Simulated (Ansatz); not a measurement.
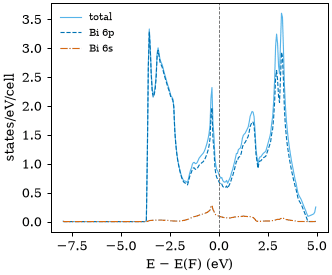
*Total and projected density of states of Bi (diamond, Fd-3m), DFT-r²SCAN in the program Ansatz with PAW potentials*

Question: Which orbitals carry the states next to the Fermi level?

Answer: Within 0.5 eV of the Fermi level: Bi 6p 85 %, Bi 6s 11 %. Projections are on Löwdin-orthogonalised atomic valence shells; empty p or d shells of many metals are not among them.

Question: Where is the tallest occupied peak in this window, and what makes it?

Answer: Near -3.5 eV, about 3.3 states/eV per cell; the largest projected share is Bi 6p.

The start of the workflow was typed in or built on a structure type; neither database checked (COD, Materials Project) lists it. It is not the phase usual at ambient conditions (space group No. 166). Symmetry was held in the r²SCAN relaxation. At this level the phase is mechanically unstable. Scalar-relativistic: spin–orbit coupling is off unless named, which matters more the heavier the elements.

Potentials: the later of the program's two PAW sets.
